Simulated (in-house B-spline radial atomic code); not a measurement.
```
Z = 19
electrons = 19.0
configuration = [Ar] 4s1
hamiltonian = nr
method = camb3lyp
lmax = 9
spin_polarised = True
box_radius = 40.0
intervals = 53
ion_configuration = [Ne] 3s2 3p6
```

Run as:
```bash
python run_gw.py task.json out
```

All-electron spherical atom, non-relativistic, CAM-B3LYP start, no spin-orbit coupling, Breit or QED terms; computed with a B-spline radial code. The quasi-particle equation is solved at full frequency; levels of low quasi-particle weight Z are left out.

Parts of the G₀W₀ correction to each level for K I (neutral potassium):

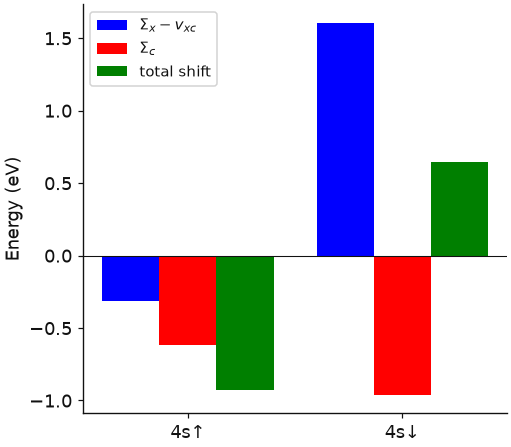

G₀W₀ moves the highest occupied level, 4s↑, from −3.68 to −4.61 eV (renormalisation factor Z = 0.93); the measured removal energy is 4.34 eV, so the error is +0.27 eV. The empty level 4s↓ goes from −0.99 to −0.35 eV.

| Level | Mean field (eV) | Σx − vxc (eV) | Σc (eV) | Z | G₀W₀ (eV) |
| --- | --- | --- | --- | --- | --- |
| 4s↑ | −3.68 | −0.31 | −0.62 | 0.93 | −4.61 |
| 4s↓ | −0.99 | 1.60 | −0.96 | 0.90 | −0.35 |
